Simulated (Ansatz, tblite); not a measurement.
**Al7P8 zinc blende ring disc (Al₇P₈H₂₄+): which spin state is lowest**

Aim: set other spin states of Al7P8 zinc blende ring disc (Al₇P₈H₂₄+) against its singlet, on many levels of theory.

Program: Ansatz 0.2.0, Gaussian basis. Level of theory: as each input shows. These are calculated values, not measurements.

Levels to be run: triplet, at the geometry of the singlet (GFN1-xTB, GFN2-xTB, PBE0-D4/def2-TZVP, PBE-D4/def2-TZVP); the singlet's energies come from earlier runs.

## (1) The geometry

The singlet was relaxed beforehand with r2SCAN-D4/def2-SVP.

39 atoms, charge 1, spin multiplicity 1.

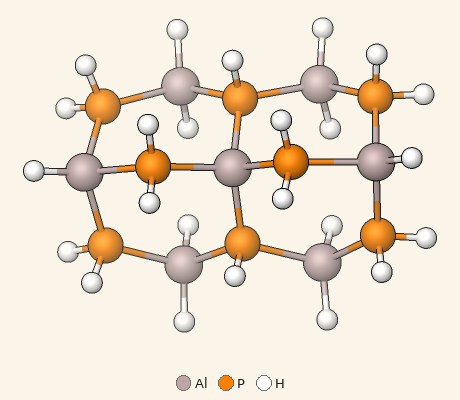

The geometry (aluminium light grey, phosphorus orange, hydrogen white).

The ion is computed in the gas phase, without counter-ions or solvent.

## (2) Triplet at the fixed geometry, GFN1-xTB

Tight binding, by tblite at 300 K electronic temperature and without a spin-polarisation term:

```python
tblite.interface.Calculator('GFN1-xTB', numbers, positions, charge=1, uhf=2).singlepoint()
```

Energy -1165.5692 eV; 0.35 s.

## (3) Triplet at the fixed geometry, GFN2-xTB

Tight binding, by tblite at 300 K electronic temperature and without a spin-polarisation term:

```python
tblite.interface.Calculator('GFN2-xTB', numbers, positions, charge=1, uhf=2).singlepoint()
```

Energy -1075.8958 eV; 0.62 s.

## (4) Triplet at the fixed geometry, PBE0-D4/def2-TZVP

Contents of in.yaml:

```yaml
crystal:
  periodic: [false, false, false]
  atoms:
    - {symbol: Al, position_ang: [-2.903328, -2.912713, 1.246907]}
    - {symbol: Al, position_ang: [-3.154155, 0.394585, -1.654721]}
    - {symbol: Al, position_ang: [0.332140, -3.100589, -1.679471]}
    - {symbol: Al, position_ang: [-0.000254, 0.000571, 0.924090]}
    - {symbol: Al, position_ang: [3.148672, -0.388831, -1.654687]}
    - {symbol: Al, position_ang: [-0.339946, 3.106751, -1.680830]}
    - {symbol: Al, position_ang: [2.907443, 2.909077, 1.245884]}
    - {symbol: P, position_ang: [-1.340189, -4.084473, -0.145397]}
    - {symbol: P, position_ang: [-4.068843, -1.367819, -0.172707]}
    - {symbol: P, position_ang: [-1.377237, -1.371354, 2.354363]}
    - {symbol: P, position_ang: [-1.415842, 1.421798, -0.279536]}
    - {symbol: P, position_ang: [1.416064, -1.421899, -0.277302]}
    - {symbol: P, position_ang: [1.374549, 1.374961, 2.354047]}
    - {symbol: P, position_ang: [4.076237, 1.354967, -0.160613]}
    - {symbol: P, position_ang: [1.352712, 4.077521, -0.158897]}
    - {symbol: H, position_ang: [-3.767735, -3.765539, 2.255878]}
    - {symbol: H, position_ang: [-4.327708, 1.452330, -1.785296]}
    - {symbol: H, position_ang: [-2.431242, -0.398537, -2.817378]}
    - {symbol: H, position_ang: [-0.546840, -2.322397, -2.742037]}
    - {symbol: H, position_ang: [1.386320, -4.253301, -1.947819]}
    - {symbol: H, position_ang: [2.417648, 0.422333, -2.800079]}
    - {symbol: H, position_ang: [4.317165, -1.448710, -1.809364]}
    - {symbol: H, position_ang: [-1.393582, 4.265719, -1.923873]}
    - {symbol: H, position_ang: [0.521028, 2.335477, -2.762559]}
    - {symbol: H, position_ang: [3.768311, 3.765858, 2.254503]}
    - {symbol: H, position_ang: [-2.136858, -5.001653, -0.883647]}
    - {symbol: H, position_ang: [-0.728573, -5.014469, 0.738700]}
    - {symbol: H, position_ang: [-4.943268, -2.182410, -0.942796]}
    - {symbol: H, position_ang: [-5.040049, -0.801431, 0.697454]}
    - {symbol: H, position_ang: [-2.102211, -0.555808, 3.263750]}
    - {symbol: H, position_ang: [-0.566757, -2.086106, 3.276310]}
    - {symbol: H, position_ang: [-2.091580, 2.125813, 0.759767]}
    - {symbol: H, position_ang: [2.093037, -2.127329, 0.760152]}
    - {symbol: H, position_ang: [2.094902, 0.561490, 3.268950]}
    - {symbol: H, position_ang: [0.562087, 2.094456, 3.270516]}
    - {symbol: H, position_ang: [5.033599, 0.777330, 0.717427]}
    - {symbol: H, position_ang: [4.965384, 2.162178, -0.921536]}
    - {symbol: H, position_ang: [0.752319, 5.021335, 0.718306]}
    - {symbol: H, position_ang: [2.156570, 4.980811, -0.906467]}
basis:
  gaussian: {orbitals: def2-TZVP, fitting: {mean_field: def2-universal-jkfit}}
total_charge: 1
magnetization: {spin_polarized: true, initial_magnetization: 2}
hamiltonian: {xc: pbe0, dispersion: d4}
scf: {omitted_lower_state_checks: [starts]}
output: {orbitals: {seedname: orbitals}}
```

Command:

```sh
$ ansatz run in.yaml --threads 2 --pin off --events-out ev --progress --plain --max-ram 32768MiB --backend cuda --devices 0, --max-vram 18GiB
```

What it wrote:

```text
Functional definition: PBE0
  name "PBE0"
  cite "Adamo & Barone, J. Chem. Phys. 110, 6158 (1999) doi:10.1063/1.478522"
  cite "Perdew, Burke & Ernzerhof, Phys. Rev. Lett. 77, 3865 (1996) doi:10.1103/PhysRevLett.77.3865"
  parent pbe
  parameter a = 0.25
  parameter kappa = 0.804
  parameter beta = 0.06672455060314922
  exchange = (1 - a)*pbe_x(kappa = kappa, mu = beta*pi^2/3) + a*exact_x
  correlation = pbe_c(beta = beta)
these checks for a lower state are left out or cut short: starts
2352 factors; integrals over basis functions are off by at most 6.4e-1 eV
mean field evaluation 1: about -120826.2739 eV, gradient 2.6e1 eV
mean field evaluation 2: about -120825.1217 eV, gradient 2.9e1 eV
mean field evaluation 4: about -120830.7943 eV, gradient 4.7e0 eV
mean field evaluation 8: about -120830.9810 eV, gradient 5.8e-1 eV
mean field evaluation 16: about -120830.9858 eV, gradient 1.3e-2 eV
mean field evaluation 32: about -120831.0007 eV, gradient 2.2e-5 eV
mean field -120831.00070257 eV, -4440.4573736254 hartree, gradient 3.8e-6 eV, S^2 2.006270; 0 other end points of the search recorded, 0 dependent functions left out
reference -120831.00078389 eV, -4440.4573766140 hartree; 118, 116 occupied and 581, 583 virtual orbitals, 2352 factors
Total energy: -120832.89487180 eV, -4440.5269830610 hartree
Checks for a lower state left out: starts
```

Run time: 28 s. Hardware: 1 × H100 (card shared with other runs) with 2 threads of AMD EPYC 7R13, shared host; peak host memory 1.4 GiB.

HOMO -5.57 eV, LUMO -9.40 eV (over both spins; with the spin held, an empty level of the minority spin lies below the top filled one); ⟨S²⟩ 2.006 (pure: 2.00).

## (5) Triplet at the fixed geometry, PBE-D4/def2-TZVP

start.molden holds the orbitals of an earlier run on this state, given as this run's starting guess.

in.yaml, as its differences from that of step 4:

```diff
@@ -43,6 +43,6 @@
 basis:
-  gaussian: {orbitals: def2-TZVP, fitting: {mean_field: def2-universal-jkfit}}
+  gaussian: {orbitals: def2-TZVP, fitting: {mean_field: def2-universal-jkfit}, initial_orbitals: start.molden}
 total_charge: 1
 magnetization: {spin_polarized: true, initial_magnetization: 2}
-hamiltonian: {xc: pbe0, dispersion: d4}
+hamiltonian: {xc: pbe, dispersion: d4}
 scf: {omitted_lower_state_checks: [starts]}
```

The command is unchanged.

What it wrote:

```text
Functional definition: PBE
  name "PBE"
  cite "Perdew, Burke & Ernzerhof, Phys. Rev. Lett. 77, 3865 (1996) doi:10.1103/PhysRevLett.77.3865"
  parent pbe
  parameter kappa = 0.804
  parameter beta = 0.06672455060314922
  exchange = pbe_x(kappa = kappa, mu = beta*pi^2/3)
  correlation = pbe_c(beta = beta)
these checks for a lower state are left out or cut short: starts
2352 factors; integrals over basis functions are off by at most 6.4e-1 eV
mean field evaluation 1: about -120819.2648 eV, gradient 1.8e1 eV
mean field evaluation 2: about -120819.7392 eV, gradient 7.5e-1 eV
mean field evaluation 4: about -120819.7396 eV, gradient 2.2e0 eV
mean field evaluation 8: about -120819.8187 eV, gradient 3.9e-2 eV
mean field evaluation 16: about -120819.8224 eV, gradient 1.0e-3 eV
mean field -120819.82241464 eV, -4440.0465791209 hartree, gradient 2.7e-6 eV, S^2 2.001985; 0 other end points of the search recorded, 0 dependent functions left out
reference -120819.82252591 eV, -4440.0465832102 hartree; 118, 116 occupied and 581, 583 virtual orbitals, 2352 factors
Total energy: -120821.90843283 eV, -4440.1232388754 hartree
Checks for a lower state left out: starts
```

Wall time 21 s (1 × H100 (card shared with other runs) with 2 threads of AMD EPYC 7R13, shared host); peak host memory 1.3 GiB.

From the report: HOMO -5.15 eV, LUMO -9.48 eV (over both spins; with the spin held, an empty level of the minority spin lies below the top filled one); ⟨S²⟩ 2.002 (pure: 2.00).

## (6) Triplet less singlet, vertical

The singlet's energies are those of its earlier runs, whose logs aren't repeated here.

```tsv
level	triplet less singlet, vertical (kcal/mol)	time
GFN1-xTB	+93.0	0.56 s
GFN2-xTB	+77.7	0.81 s
PBE-D4/def2-TZVP	+99.8	29 s
PBE0-D4/def2-TZVP	+116.7	39 s
```

Times add the two runs; a level without a time comes out of a correlated run. Tight binding without a spin term can't rank spin states.

## (7) Outcome

| quantity | value |
| --- | --- |
| triplet less singlet, vertical, functionals in def2-TZVP | +99.8 (PBE-D4) to +116.7 kcal/mol (PBE0-D4) |

**Reading.** All functionals put the triplet above the singlet, over a spread of 16.9 kcal/mol. The checks for a lower triplet were left out, so another state of that spin may lie lower. These are electronic energies, without zero-point motion, entropy or surroundings.
